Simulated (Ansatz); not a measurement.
## Electronic structure of CSeSi (charge +1, doublet) in real space

Input file:

```
crystal:
  periodic: [false, false, false]
  atoms:
    - {symbol: C, position_ang: [-0.954117, -0.472628, 2.064326]}
    - {symbol: Se, position_ang: [-0.927789, -1.970838, 1.122999]}
    - {symbol: Si, position_ang: [-1.129801, 0.440188, 0.420150]}
basis:
  gaussian:
    orbitals: def2-TZVPD
total_charge: 1
magnetization:
  spin_polarized: true
  initial_magnetization: 1
hamiltonian:
  xc: {name: PBE0}
output:
  forces: true
  orbitals: {seedname: orbitals}
```

Command:

```sh
ansatz run input.yaml --threads 1 --pin off --max-ram 2610MiB --events-out events.jsonl --progress --plain --runs-dir runs
```

Geometry: PBE-D3(BJ)/def2-SVP.

Theory: isolated molecule in a Gaussian basis; Kohn-Sham density functional theory, functional PBE0 (Ansatz 0.2.0).

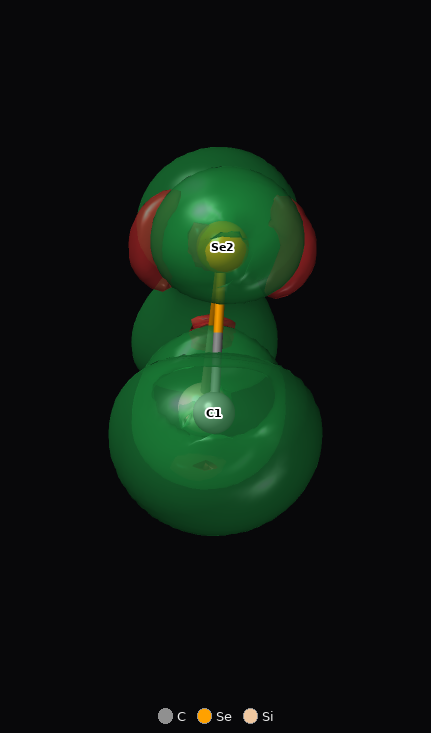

Figure 1. Isosurfaces of the spin density (α minus β) at +0.02 (green) and −0.02 e/Å³ (red), seen at an oblique angle.

### Where is the unpaired spin?

The unpaired spin (1 electron) lies mostly on C1 (about 0.6), Se2 (about 0.2) and Si3 (about 0.2), in electrons by Hirshfeld's partition.

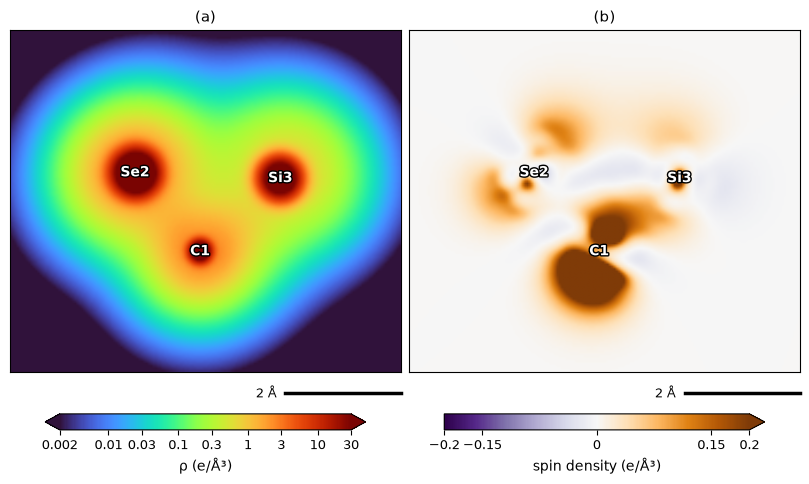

Figure 2. (a) total electron density; (b) spin density on the molecular plane.

### Interpret the plot.

The section cuts through C, Se and Si sites. C–Se (1.77 Å): the density is about 1.3 e/Å³ at the midpoint. C–Si (1.89 Å): the density is about 0.85 e/Å³ at the midpoint. Si–Se (2.52 Å): the density is about 0.49 e/Å³ at the midpoint, with its minimum of 0.44 e/Å³ about 1.0 Å from Si.

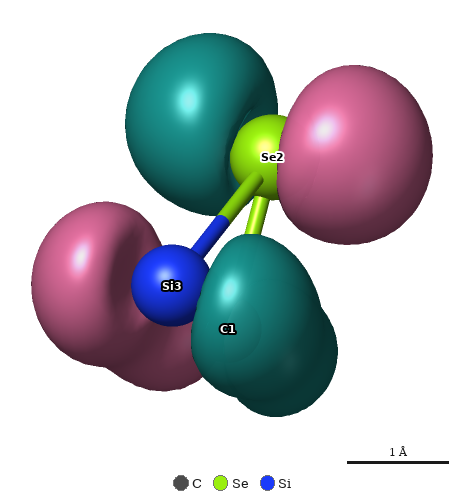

Figure 3. The LUMO (α) at ±0.15 Å⁻³ᐟ² (teal and pink are the two phases), seen at an oblique angle.

### What is the character of this orbital?

By Hirshfeld shares it lies mainly on Se2 (about 45 %), Si3 (about 30 %) and C1 (about 25 %); it changes sign across the molecular plane (π type); π-bonding across C1–Si3; π-antibonding (a node) across C1–Se2 and Se2–Si3. Its energy is −9.90 eV.
